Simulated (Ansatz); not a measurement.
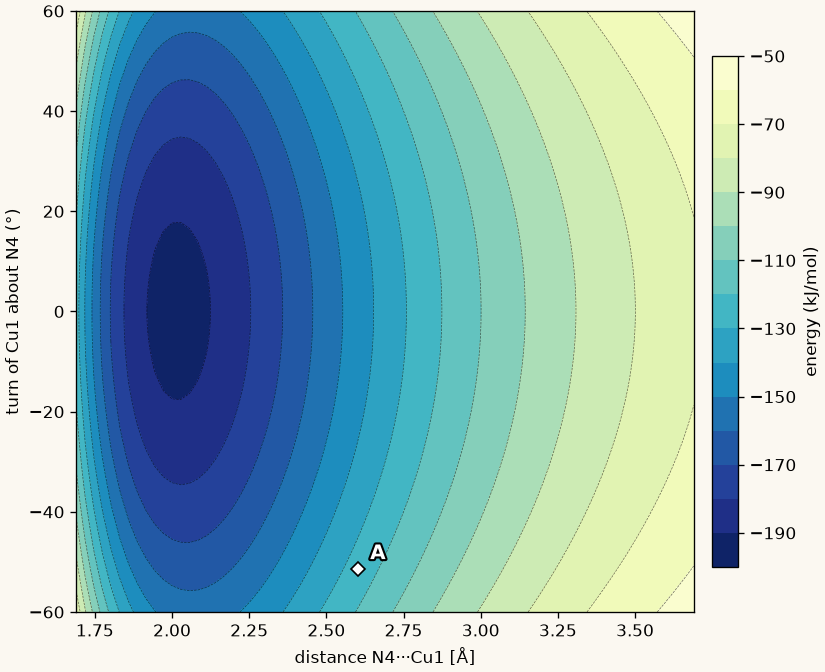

C₂H₃CuN, charge +1. The turn is about an axis along (−0.14, 0.99, 0.05) in the frame of the relaxed pair, normal to the line between the partners. First axis: distance N4···Cu1. Second axis: turn of Cu1 about N4. The scan uses a 15 × 15 grid. Points are written as (first, second). All energies are given in kJ/mol relative to the ion and the molecule far apart, frozen as in the relaxed pair, each in its own basis (no counterpoise correction). Method: RHF/def2-SVPD in Ansatz.

The picture shows filled contours, the point A. Between grid points the surface is interpolated.

### Which way does the force act at A, and how strong is it?

A, at (2.604 Å, −51.4°), is not a stationary point. The computed force is 88 kJ/mol for each Å towards smaller values of distance N4···Cu1 and 0.71 kJ/mol for each degree towards larger values of turn of Cu1 about N4.
